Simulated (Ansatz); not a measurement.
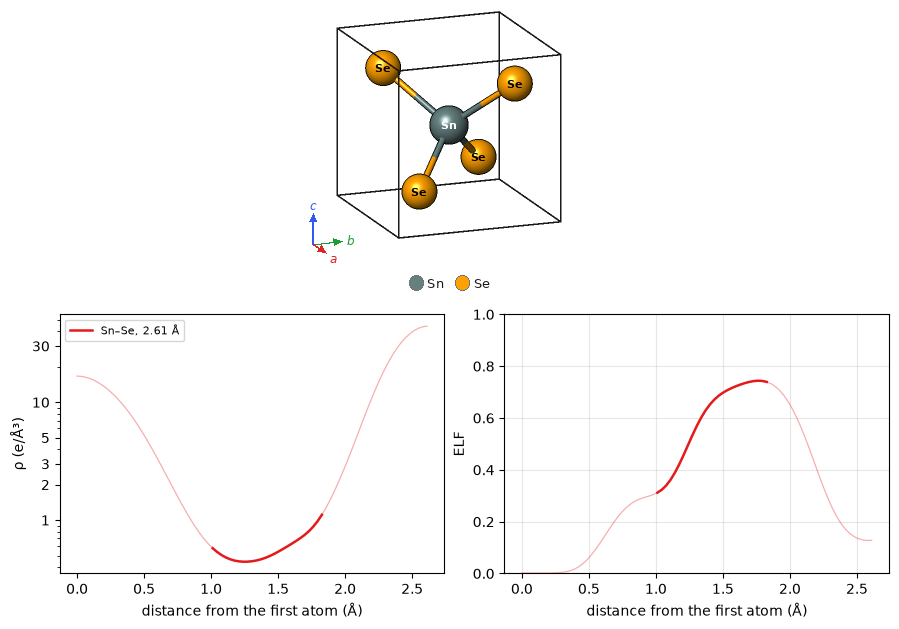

SnSe4. Valence charge density (pseudo) and electron localisation function along straight lines between neighbouring atoms. Thin, pale parts lie inside the atomic spheres. The structure is drawn too.

Space group P-43m; a structure generated by program, which may or may not match a known phase.

These are results of Ansatz, DFT PBE, scalar-relativistic, plane waves, PAW, not measurements.

In a PAW calculation such maps are meaningful between the atoms, not at the nuclei.

```
CELL_PARAMETERS angstrom
5.11815 0.00000 0.00000
0.00000 5.11815 0.00000
0.00000 0.00000 5.11815
ATOMIC_POSITIONS crystal
Sn 0.50000 0.50000 0.50000
Se 0.79441 0.79441 0.79441
Se 0.20559 0.20559 0.79441
Se 0.20559 0.79441 0.20559
Se 0.79441 0.20559 0.20559
```

### What can be read from the curves?

Sn–Se (2.61 Å): the density is about 0.45 e/Å³ at the midpoint; the ELF is about 0.55 at the midpoint.
